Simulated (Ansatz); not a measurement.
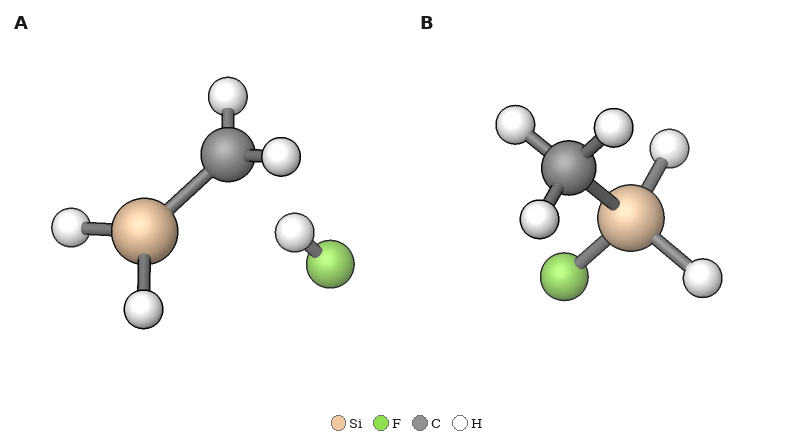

2 stationary structures of one formula. Geometries: PBE0-D4/def2-TZVP. Electronic energies: CCSD(T)/CBS (MP2 limit from def2-TZVPP and def2-QZVPP plus CCSD(T) − MP2) (Ansatz 0.2.0), without zero-point energy. Each is one conformer, not always the lowest.

Which is lowest in energy, and by how much?

B is lowest (Cs, a minimum); A lies 334.1 kJ/mol above it (Cs, a minimum).
